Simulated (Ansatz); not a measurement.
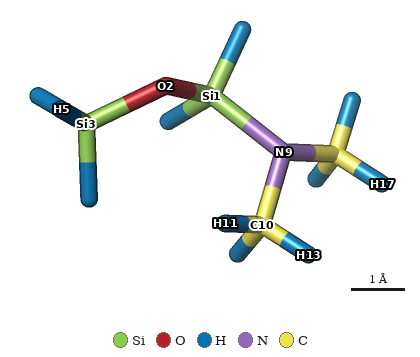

The structure as given in the input (stick view, seen at a tilt; atoms are numbered from 1 in the order of the input). Bond lengths as drawn: C–H 1.10 to 1.11 Å, C–N 1.50 Å, H–Si 1.45 to 1.46 Å, N–Si 1.79 Å and O–Si 1.69 to 1.70 Å.

# C2H11NOSi2: molecular dynamics (part 1 of 3)

C2H11NOSi2, computed with RKS r2SCAN/STO-3G (Ansatz 0.2.0).

It belongs to a series of runs on one base structure; here: dynamics from the start. Figures and captions count atoms from 1; the log counts them from 0 in places.

## Log
```
Engine: ansatz 0.2.0, aarch64-unknown-linux-gnu
Functional definition: r2SCAN
  parameter k0 = 0.174
  parameter k1 = 0.065
  parameter a1 = 4.9479
  exchange = r2scan_x(k0 = k0, k1 = k1, a1 = a1)
  correlation = r2scan_c
699 factors; integrals over basis functions are off by at most 1.5e-5 eV
mean field evaluation 1: about -21283.3347 eV, gradient 3.3e1 eV
mean field evaluation 2: about -21279.7103 eV, gradient 5.1e1 eV
mean field evaluation 4: about -21286.7753 eV, gradient 2.2e0 eV
mean field evaluation 8: about -21286.6636 eV, gradient 2.1e-2 eV
mean field -21286.66358225 eV, -782.2704580287 hartree, gradient 9.8e-6 eV, S^2 0.000000; 0 other end points of the search recorded, 0 dependent functions left out
the calculation of the forces begins
reference -21286.66359039 eV, -782.2704583281 hartree; 33, 33 occupied and 16, 16 virtual orbitals, 699 factors
md step     0: t =     0.00 fs  T =  1000.0 K  F+E_penalty+E_count = -21286.66358225 eV  E_kin = 1.938900 eV  conserved = -21284.72468226 eV  (23 SCF iters)
these checks for a lower state are left out or cut short: starts, cluster_reference, orbital_swaps, neighbouring_geometries, increment
699 factors; integrals over basis functions are off by at most 1.6e-5 eV
mean field evaluation 16: about -21286.7206 eV, gradient 1.3e0 eV
mean field -21286.60101961 eV, -782.2681588941 hartree, gradient 7.9e-6 eV, S^2 0.000000; 0 other end points of the search recorded, 0 dependent functions left out
the calculation of the forces begins
reference -21286.60102776 eV, -782.2681591938 hartree; 33, 33 occupied and 16, 16 virtual orbitals, 699 factors
md step     1: t =     0.50 fs  T =   968.2 K  F+E_penalty+E_count = -21286.60101961 eV  E_kin = 1.877256 eV  conserved = -21284.72376441 eV  (26 SCF iters)
[... from here on the SCF iterations and repeated set-up lines of each step are left out, up to the last step ...]
md step     2: t =     1.00 fs  T =   881.2 K  F+E_penalty+E_count = -21286.42923300 eV  E_kin = 1.708468 eV  conserved = -21284.72076928 eV  (26 SCF iters)
md step     3: t =     1.50 fs  T =   762.8 K  F+E_penalty+E_count = -21286.19558808 eV  E_kin = 1.478962 eV  conserved = -21284.71664324 eV  (27 SCF iters)
md step     4: t =     2.00 fs  T =   645.3 K  F+E_penalty+E_count = -21285.96421249 eV  E_kin = 1.251170 eV  conserved = -21284.71308629 eV  (27 SCF iters)
md step     5: t =     2.50 fs  T =   556.3 K  F+E_penalty+E_count = -21285.79007997 eV  E_kin = 1.078541 eV  conserved = -21284.71162652 eV  (28 SCF iters)
md step     6: t =     3.00 fs  T =   507.5 K  F+E_penalty+E_count = -21285.69626305 eV  E_kin = 0.983915 eV  conserved = -21284.71249667 eV  (27 SCF iters)
md step     7: t =     3.50 fs  T =   493.0 K  F+E_penalty+E_count = -21285.67020183 eV  E_kin = 0.955857 eV  conserved = -21284.71457474 eV  (26 SCF iters)
md step     8: t =     4.00 fs  T =   497.0 K  F+E_penalty+E_count = -21285.67981846 eV  E_kin = 0.963692 eV  conserved = -21284.71646163 eV  (27 SCF iters)
md step     9: t =     4.50 fs  T =   504.2 K  F+E_penalty+E_count = -21285.69452540 eV  E_kin = 0.977569 eV  conserved = -21284.71742187 eV  (28 SCF iters)
md step    10: t =     5.00 fs  T =   505.7 K  F+E_penalty+E_count = -21285.69726004 eV  E_kin = 0.980409 eV  conserved = -21284.71747300 eV  (27 SCF iters)
md step    11: t =     5.50 fs  T =   499.8 K  F+E_penalty+E_count = -21285.68526236 eV  E_kin = 0.969061 eV  conserved = -21284.71700270 eV  (28 SCF iters)
md step    12: t =     6.00 fs  T =   489.6 K  F+E_penalty+E_count = -21285.66475275 eV  E_kin = 0.949344 eV  conserved = -21284.71641022 eV  (27 SCF iters)
md step    13: t =     6.50 fs  T =   479.7 K  F+E_penalty+E_count = -21285.64486542 eV  E_kin = 0.930135 eV  conserved = -21284.71595305 eV  (27 SCF iters)
md step    14: t =     7.00 fs  T =   474.1 K  F+E_penalty+E_count = -21285.63341261 eV  E_kin = 0.919143 eV  conserved = -21284.71573276 eV  (28 SCF iters)
md step    15: t =     7.50 fs  T =   475.0 K  F+E_penalty+E_count = -21285.63499011 eV  E_kin = 0.920997 eV  conserved = -21284.71572053 eV  (27 SCF iters)
md step    16: t =     8.00 fs  T =   483.4 K  F+E_penalty+E_count = -21285.65107556 eV  E_kin = 0.937272 eV  conserved = -21284.71582300 eV  (28 SCF iters)
md step    17: t =     8.50 fs  T =   499.1 K  F+E_penalty+E_count = -21285.68124418 eV  E_kin = 0.967633 eV  conserved = -21284.71595416 eV  (23 SCF iters)
md step    18: t =     9.00 fs  T =   521.3 K  F+E_penalty+E_count = -21285.72423105 eV  E_kin = 1.010767 eV  conserved = -21284.71616721 eV  (27 SCF iters)
md step    19: t =     9.50 fs  T =   548.6 K  F+E_penalty+E_count = -21285.77719226 eV  E_kin = 1.063667 eV  conserved = -21284.71663234 eV  (28 SCF iters)
md step    20: t =    10.00 fs  T =   577.5 K  F+E_penalty+E_count = -21285.83354095 eV  E_kin = 1.119693 eV  conserved = -21284.71740390 eV  (27 SCF iters)
md step    21: t =    10.50 fs  T =   602.7 K  F+E_penalty+E_count = -21285.88265569 eV  E_kin = 1.168544 eV  conserved = -21284.71816297 eV  (27 SCF iters)
md step    22: t =    11.00 fs  T =   619.4 K  F+E_penalty+E_count = -21285.91476115 eV  E_kin = 1.201029 eV  conserved = -21284.71831962 eV  (28 SCF iters)
md step    23: t =    11.50 fs  T =   627.5 K  F+E_penalty+E_count = -21285.92909570 eV  E_kin = 1.216665 eV  conserved = -21284.71758924 eV  (27 SCF iters)
md step    24: t =    12.00 fs  T =   632.5 K  F+E_penalty+E_count = -21285.93717206 eV  E_kin = 1.226422 eV  conserved = -21284.71650856 eV  (27 SCF iters)
md step    25: t =    12.50 fs  T =   641.9 K  F+E_penalty+E_count = -21285.95440045 eV  E_kin = 1.244663 eV  conserved = -21284.71612604 eV  (28 SCF iters)
md step    26: t =    13.00 fs  T =   657.7 K  F+E_penalty+E_count = -21285.98507968 eV  E_kin = 1.275191 eV  conserved = -21284.71694235 eV  (27 SCF iters)
md step    27: t =    13.50 fs  T =   672.9 K  F+E_penalty+E_count = -21286.01540520 eV  E_kin = 1.304770 eV  conserved = -21284.71839243 eV  (28 SCF iters)
md step    28: t =    14.00 fs  T =   676.0 K  F+E_penalty+E_count = -21286.02173499 eV  E_kin = 1.310781 eV  conserved = -21284.71944715 eV  (28 SCF iters)
md step    29: t =    14.50 fs  T =   658.0 K  F+E_penalty+E_count = -21285.98596169 eV  E_kin = 1.275745 eV  conserved = -21284.71945869 eV  (27 SCF iters)
md step    30: t =    15.00 fs  T =   617.6 K  F+E_penalty+E_count = -21285.90582263 eV  E_kin = 1.197380 eV  conserved = -21284.71842153 eV  (27 SCF iters)
md step    31: t =    15.50 fs  T =   562.0 K  F+E_penalty+E_count = -21285.79568067 eV  E_kin = 1.089628 eV  conserved = -21284.71673587 eV  (28 SCF iters)
md step    32: t =    16.00 fs  T =   504.0 K  F+E_penalty+E_count = -21285.68075900 eV  E_kin = 0.977203 eV  conserved = -21284.71489882 eV  (28 SCF iters)
md step    33: t =    16.50 fs  T =   458.0 K  F+E_penalty+E_count = -21285.58936766 eV  E_kin = 0.887980 eV  conserved = -21284.71334942 eV  (28 SCF iters)
md step    34: t =    17.00 fs  T =   436.2 K  F+E_penalty+E_count = -21285.54570106 eV  E_kin = 0.845813 eV  conserved = -21284.71244941 eV  (25 SCF iters)
md step    35: t =    17.50 fs  T =   445.9 K  F+E_penalty+E_count = -21285.56382199 eV  E_kin = 0.864513 eV  conserved = -21284.71248610 eV  (28 SCF iters)
md step    36: t =    18.00 fs  T =   486.5 K  F+E_penalty+E_count = -21285.64300414 eV  E_kin = 0.943239 eV  conserved = -21284.71361806 eV  (28 SCF iters)
md step    37: t =    18.50 fs  T =   548.9 K  F+E_penalty+E_count = -21285.76539516 eV  E_kin = 1.064271 eV  conserved = -21284.71575489 eV  (28 SCF iters)
md step    38: t =    19.00 fs  T =   616.2 K  F+E_penalty+E_count = -21285.89773838 eV  E_kin = 1.194788 eV  conserved = -21284.71848168 eV  (28 SCF iters)
md step    39: t =    19.50 fs  T =   667.2 K  F+E_penalty+E_count = -21285.99822421 eV  E_kin = 1.293693 eV  conserved = -21284.72107972 eV  (27 SCF iters)
md step    40: t =    20.00 fs  T =   682.3 K  F+E_penalty+E_count = -21286.02790993 eV  E_kin = 1.322871 eV  conserved = -21284.72267947 eV  (28 SCF iters)
md step    41: t =    20.50 fs  T =   650.1 K  F+E_penalty+E_count = -21285.96430203 eV  E_kin = 1.260542 eV  conserved = -21284.72250144 eV  (28 SCF iters)
md step    42: t =    21.00 fs  T =   573.9 K  F+E_penalty+E_count = -21285.81315881 eV  E_kin = 1.112744 eV  conserved = -21284.72018842 eV  (28 SCF iters)
md step    43: t =    21.50 fs  T =   473.3 K  F+E_penalty+E_count = -21285.61314458 eV  E_kin = 0.917587 eV  conserved = -21284.71623649 eV  (27 SCF iters)
md step    44: t =    22.00 fs  T =   379.8 K  F+E_penalty+E_count = -21285.42709876 eV  E_kin = 0.736358 eV  conserved = -21284.71217979 eV  (26 SCF iters)
md step    45: t =    22.50 fs  T =   325.1 K  F+E_penalty+E_count = -21285.31819195 eV  E_kin = 0.630338 eV  conserved = -21284.70994306 eV  (26 SCF iters)
md step    46: t =    23.00 fs  T =   326.6 K  F+E_penalty+E_count = -21285.32106802 eV  E_kin = 0.633210 eV  conserved = -21284.71057011 eV  (26 SCF iters)
md step    47: t =    23.50 fs  T =   379.7 K  F+E_penalty+E_count = -21285.42633289 eV  E_kin = 0.736251 eV  conserved = -21284.71349359 eV  (26 SCF iters)
md step    48: t =    24.00 fs  T =   462.0 K  F+E_penalty+E_count = -21285.58870251 eV  E_kin = 0.895860 eV  conserved = -21284.71711302 eV  (27 SCF iters)
md step    49: t =    24.50 fs  T =   544.8 K  F+E_penalty+E_count = -21285.75085021 eV  E_kin = 1.056243 eV  conserved = -21284.71993223 eV  (27 SCF iters)
md step    50: t =    25.00 fs  T =   604.4 K  F+E_penalty+E_count = -21285.86659873 eV  E_kin = 1.171959 eV  conserved = -21284.72119600 eV  (28 SCF iters)
md step    51: t =    25.50 fs  T =   629.4 K  F+E_penalty+E_count = -21285.91337112 eV  E_kin = 1.220374 eV  conserved = -21284.72089965 eV  (26 SCF iters)
md step    52: t =    26.00 fs  T =   620.5 K  F+E_penalty+E_count = -21285.89324329 eV  E_kin = 1.203076 eV  conserved = -21284.71945701 eV  (26 SCF iters)
md step    53: t =    26.50 fs  T =   588.0 K  F+E_penalty+E_count = -21285.82690138 eV  E_kin = 1.140096 eV  conserved = -21284.71746088 eV  (24 SCF iters)
md step    54: t =    27.00 fs  T =   547.2 K  F+E_penalty+E_count = -21285.74448119 eV  E_kin = 1.060942 eV  conserved = -21284.71550135 eV  (26 SCF iters)
md step    55: t =    27.50 fs  T =   513.3 K  F+E_penalty+E_count = -21285.67612318 eV  E_kin = 0.995251 eV  conserved = -21284.71407988 eV  (27 SCF iters)
md step    56: t =    28.00 fs  T =   497.6 K  F+E_penalty+E_count = -21285.64389195 eV  E_kin = 0.964788 eV  conserved = -21284.71352417 eV  (28 SCF iters)
md step    57: t =    28.50 fs  T =   504.5 K  F+E_penalty+E_count = -21285.65651824 eV  E_kin = 0.978271 eV  conserved = -21284.71389594 eV  (28 SCF iters)
md step    58: t =    29.00 fs  T =   531.4 K  F+E_penalty+E_count = -21285.70835431 eV  E_kin = 1.030315 eV  conserved = -21284.71498312 eV  (28 SCF iters)
md step    59: t =    29.50 fs  T =   569.7 K  F+E_penalty+E_count = -21285.78258012 eV  E_kin = 1.104509 eV  conserved = -21284.71641814 eV  (28 SCF iters)
md step    60: t =    30.00 fs  T =   608.1 K  F+E_penalty+E_count = -21285.85693188 eV  E_kin = 1.178983 eV  conserved = -21284.71782331 eV  (28 SCF iters)
md step    61: t =    30.50 fs  T =   635.6 K  F+E_penalty+E_count = -21285.90980906 eV  E_kin = 1.232460 eV  conserved = -21284.71886241 eV  (27 SCF iters)
md step    62: t =    31.00 fs  T =   644.6 K  F+E_penalty+E_count = -21285.92575804 eV  E_kin = 1.249731 eV  conserved = -21284.71925096 eV  (28 SCF iters)
md step    63: t =    31.50 fs  T =   632.3 K  F+E_penalty+E_count = -21285.89991084 eV  E_kin = 1.226015 eV  conserved = -21284.71885059 eV  (27 SCF iters)
md step    64: t =    32.00 fs  T =   602.7 K  F+E_penalty+E_count = -21285.83975411 eV  E_kin = 1.168535 eV  conserved = -21284.71787233 eV  (27 SCF iters)
md step    65: t =    32.50 fs  T =   563.7 K  F+E_penalty+E_count = -21285.76156731 eV  E_kin = 1.092981 eV  conserved = -21284.71686765 eV  (28 SCF iters)
md step    66: t =    33.00 fs  T =   523.8 K  F+E_penalty+E_count = -21285.68205135 eV  E_kin = 1.015565 eV  conserved = -21284.71631043 eV  (27 SCF iters)
md step    67: t =    33.50 fs  T =   488.0 K  F+E_penalty+E_count = -21285.61115152 eV  E_kin = 0.946233 eV  conserved = -21284.71620318 eV  (27 SCF iters)
md step    68: t =    34.00 fs  T =   458.1 K  F+E_penalty+E_count = -21285.55168172 eV  E_kin = 0.888182 eV  conserved = -21284.71617480 eV  (26 SCF iters)
md step    69: t =    34.50 fs  T =   434.5 K  F+E_penalty+E_count = -21285.50433356 eV  E_kin = 0.842380 eV  conserved = -21284.71596640 eV  (26 SCF iters)
md step    70: t =    35.00 fs  T =   418.4 K  F+E_penalty+E_count = -21285.47158780 eV  E_kin = 0.811259 eV  conserved = -21284.71564418 eV  (26 SCF iters)
md step    71: t =    35.50 fs  T =   411.8 K  F+E_penalty+E_count = -21285.45719240 eV  E_kin = 0.798358 eV  conserved = -21284.71544173 eV  (24 SCF iters)
md step    72: t =    36.00 fs  T =   415.5 K  F+E_penalty+E_count = -21285.46311595 eV  E_kin = 0.805535 eV  conserved = -21284.71550173 eV  (26 SCF iters)
md step    73: t =    36.50 fs  T =   428.7 K  F+E_penalty+E_count = -21285.48759078 eV  E_kin = 0.831127 eV  conserved = -21284.71575065 eV  (26 SCF iters)
md step    74: t =    37.00 fs  T =   449.1 K  F+E_penalty+E_count = -21285.52606866 eV  E_kin = 0.870798 eV  conserved = -21284.71600408 eV  (26 SCF iters)
md step    75: t =    37.50 fs  T =   474.4 K  F+E_penalty+E_count = -21285.57367373 eV  E_kin = 0.919769 eV  conserved = -21284.71618514 eV  (26 SCF iters)
md step    76: t =    38.00 fs  T =   502.2 K  F+E_penalty+E_count = -21285.62623138 eV  E_kin = 0.973772 eV  conserved = -21284.71640432 eV  (26 SCF iters)
md step    77: t =    38.50 fs  T =   530.1 K  F+E_penalty+E_count = -21285.67887318 eV  E_kin = 1.027815 eV  conserved = -21284.71678851 eV  (27 SCF iters)
md step    78: t =    39.00 fs  T =   554.3 K  F+E_penalty+E_count = -21285.72441923 eV  E_kin = 1.074743 eV  conserved = -21284.71730937 eV  (26 SCF iters)
md step    79: t =    39.50 fs  T =   570.3 K  F+E_penalty+E_count = -21285.75397678 eV  E_kin = 1.105831 eV  conserved = -21284.71777762 eV  (27 SCF iters)
md step    80: t =    40.00 fs  T =   574.3 K  F+E_penalty+E_count = -21285.75981181 eV  E_kin = 1.113522 eV  conserved = -21284.71798400 eV  (26 SCF iters)
md step    81: t =    40.50 fs  T =   564.5 K  F+E_penalty+E_count = -21285.73855646 eV  E_kin = 1.094517 eV  conserved = -21284.71780960 eV  (27 SCF iters)
md step    82: t =    41.00 fs  T =   542.4 K  F+E_penalty+E_count = -21285.69311688 eV  E_kin = 1.051706 eV  conserved = -21284.71722586 eV  (27 SCF iters)
md step    83: t =    41.50 fs  T =   513.0 K  F+E_penalty+E_count = -21285.63309637 eV  E_kin = 0.994597 eV  conserved = -21284.71628890 eV  (27 SCF iters)
md step    84: t =    42.00 fs  T =   483.9 K  F+E_penalty+E_count = -21285.57371886 eV  E_kin = 0.938199 eV  conserved = -21284.71519981 eV  (28 SCF iters)
md step    85: t =    42.50 fs  T =   464.0 K  F+E_penalty+E_count = -21285.53248354 eV  E_kin = 0.899672 eV  conserved = -21284.71431437 eV  (28 SCF iters)
md step    86: t =    43.00 fs  T =   460.6 K  F+E_penalty+E_count = -21285.52369303 eV  E_kin = 0.893045 eV  conserved = -21284.71395566 eV  (27 SCF iters)
md step    87: t =    43.50 fs  T =   476.8 K  F+E_penalty+E_count = -21285.55348162 eV  E_kin = 0.924408 eV  conserved = -21284.71423765 eV  (27 SCF iters)
md step    88: t =    44.00 fs  T =   510.5 K  F+E_penalty+E_count = -21285.61776990 eV  E_kin = 0.989782 eV  conserved = -21284.71513273 eV  (27 SCF iters)
md step    89: t =    44.50 fs  T =   554.5 K  F+E_penalty+E_count = -21285.70247080 eV  E_kin = 1.075213 eV  conserved = -21284.71656819 eV  (24 SCF iters)
md step    90: t =    45.00 fs  T =   597.5 K  F+E_penalty+E_count = -21285.78499971 eV  E_kin = 1.158432 eV  conserved = -21284.71824673 eV  (27 SCF iters)
md step    91: t =    45.50 fs  T =   626.1 K  F+E_penalty+E_count = -21285.83933261 eV  E_kin = 1.214036 eV  conserved = -21284.71951782 eV  (27 SCF iters)
md step    92: t =    46.00 fs  T =   630.8 K  F+E_penalty+E_count = -21285.84595023 eV  E_kin = 1.223116 eV  conserved = -21284.71969300 eV  (27 SCF iters)
md step    93: t =    46.50 fs  T =   610.2 K  F+E_penalty+E_count = -21285.80210157 eV  E_kin = 1.183063 eV  conserved = -21284.71852492 eV  (28 SCF iters)
md step    94: t =    47.00 fs  T =   573.0 K  F+E_penalty+E_count = -21285.72540919 eV  E_kin = 1.110996 eV  conserved = -21284.71642983 eV  (28 SCF iters)
md step    95: t =    47.50 fs  T =   535.2 K  F+E_penalty+E_count = -21285.64751998 eV  E_kin = 1.037613 eV  conserved = -21284.71431798 eV  (27 SCF iters)
md step    96: t =    48.00 fs  T =   512.6 K  F+E_penalty+E_count = -21285.60034163 eV  E_kin = 0.993908 eV  conserved = -21284.71313506 eV  (27 SCF iters)
md step    97: t =    48.50 fs  T =   514.4 K  F+E_penalty+E_count = -21285.60179501 eV  E_kin = 0.997419 eV  conserved = -21284.71334767 eV  (28 SCF iters)
md step    98: t =    49.00 fs  T =   539.1 K  F+E_penalty+E_count = -21285.64867416 eV  E_kin = 1.045294 eV  conserved = -21284.71470698 eV  (27 SCF iters)
md step    99: t =    49.50 fs  T =   576.3 K  F+E_penalty+E_count = -21285.72008887 eV  E_kin = 1.117456 eV  conserved = -21284.71647967 eV  (27 SCF iters)
md step   100: t =    50.00 fs  T =   612.1 K  F+E_penalty+E_count = -21285.78823068 eV  E_kin = 1.186848 eV  conserved = -21284.71794127 eV  (27 SCF iters)
md step   101: t =    50.50 fs  T =   634.4 K  F+E_penalty+E_count = -21285.82935640 eV  E_kin = 1.230057 eV  conserved = -21284.71872720 eV  (27 SCF iters)
md step   102: t =    51.00 fs  T =   636.1 K  F+E_penalty+E_count = -21285.82978750 eV  E_kin = 1.233341 eV  conserved = -21284.71882389 eV  (28 SCF iters)
md step   103: t =    51.50 fs  T =   615.6 K  F+E_penalty+E_count = -21285.78668166 eV  E_kin = 1.193604 eV  conserved = -21284.71838382 eV  (27 SCF iters)
md step   104: t =    52.00 fs  T =   575.9 K  F+E_penalty+E_count = -21285.70603812 eV  E_kin = 1.116555 eV  conserved = -21284.71760105 eV  (28 SCF iters)
md step   105: t =    52.50 fs  T =   523.0 K  F+E_penalty+E_count = -21285.59986412 eV  E_kin = 1.013971 eV  conserved = -21284.71662867 eV  (27 SCF iters)
md step   106: t =    53.00 fs  T =   464.9 K  F+E_penalty+E_count = -21285.48387604 eV  E_kin = 0.901486 eV  conserved = -21284.71550230 eV  (27 SCF iters)
md step   107: t =    53.50 fs  T =   411.4 K  F+E_penalty+E_count = -21285.37670577 eV  E_kin = 0.797742 eV  conserved = -21284.71420779 eV  (23 SCF iters)
md step   108: t =    54.00 fs  T =   373.2 K  F+E_penalty+E_count = -21285.29939705 eV  E_kin = 0.723606 eV  conserved = -21284.71296619 eV  (27 SCF iters)
md step   109: t =    54.50 fs  T =   360.0 K  F+E_penalty+E_count = -21285.27136439 eV  E_kin = 0.698003 eV  conserved = -21284.71236517 eV  (27 SCF iters)
md step   110: t =    55.00 fs  T =   376.2 K  F+E_penalty+E_count = -21285.30151034 eV  E_kin = 0.729445 eV  conserved = -21284.71292760 eV  (27 SCF iters)
md step   111: t =    55.50 fs  T =   417.4 K  F+E_penalty+E_count = -21285.38088800 eV  E_kin = 0.809303 eV  conserved = -21284.71447557 eV  (27 SCF iters)
md step   112: t =    56.00 fs  T =   471.6 K  F+E_penalty+E_count = -21285.48540659 eV  E_kin = 0.914391 eV  conserved = -21284.71620380 eV  (27 SCF iters)
md step   113: t =    56.50 fs  T =   525.1 K  F+E_penalty+E_count = -21285.58762774 eV  E_kin = 1.018045 eV  conserved = -21284.71737216 eV  (28 SCF iters)
md step   114: t =    57.00 fs  T =   567.8 K  F+E_penalty+E_count = -21285.66801269 eV  E_kin = 1.100898 eV  conserved = -21284.71778167 eV  (27 SCF iters)
md step   115: t =    57.50 fs  T =   595.5 K  F+E_penalty+E_count = -21285.71853969 eV  E_kin = 1.154613 eV  conserved = -21284.71768169 eV  (28 SCF iters)
md step   116: t =    58.00 fs  T =   608.1 K  F+E_penalty+E_count = -21285.73956551 eV  E_kin = 1.179128 eV  conserved = -21284.71740995 eV  (27 SCF iters)
md step   117: t =    58.50 fs  T =   607.7 K  F+E_penalty+E_count = -21285.73503324 eV  E_kin = 1.178186 eV  conserved = -21284.71709314 eV  (28 SCF iters)
md step   118: t =    59.00 fs  T =   596.9 K  F+E_penalty+E_count = -21285.71041427 eV  E_kin = 1.157313 eV  conserved = -21284.71661261 eV  (28 SCF iters)
md step   119: t =    59.50 fs  T =   580.2 K  F+E_penalty+E_count = -21285.67410429 eV  E_kin = 1.125022 eV  conserved = -21284.71580705 eV  (28 SCF iters)
md step   120: t =    60.00 fs  T =   564.4 K  F+E_penalty+E_count = -21285.63920807 eV  E_kin = 1.094278 eV  conserved = -21284.71480149 eV  (27 SCF iters)
```
